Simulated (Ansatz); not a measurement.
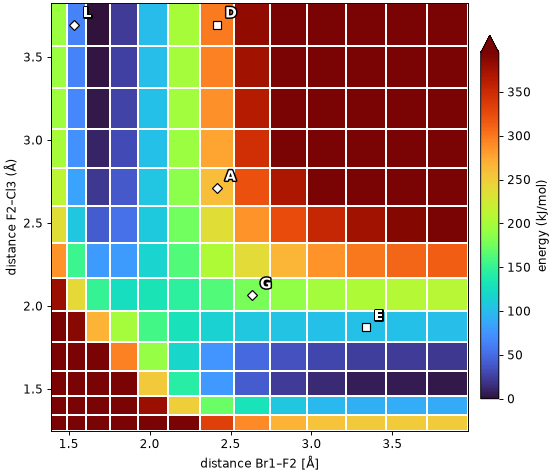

The system Br⁻ + FCl. The first coordinate is: distance Br1–F2; the second: distance F2–Cl3. Nothing is relaxed (the angle Br1–F2–Cl3 is fixed at 180 degrees). The scan uses a 13 × 13 grid. Energies: kJ/mol, counted from the lowest grid point. The reference is spin-restricted, so regions where a bond is pulled apart into radicals lie too high. Method: RHF/def2-TZVPD (Ansatz 0.2.0).

The picture shows one coloured cell a grid point, one colour for all values above the top of the scale, lettered points.

### Is G the lowest point of the computed grid?

No. G lies 178 kJ/mol above the lowest grid point, which is at distance Br1–F2 = 1.674 Å, distance F2–Cl3 = 3.696 Å.

### What kind of point is each of A, E, G: minimum, saddle, maximum or slope?

A: on a slope; E: on a slope; G: on a slope. (In these two coordinates alone; a stationary point may lie a little off the grid point.)
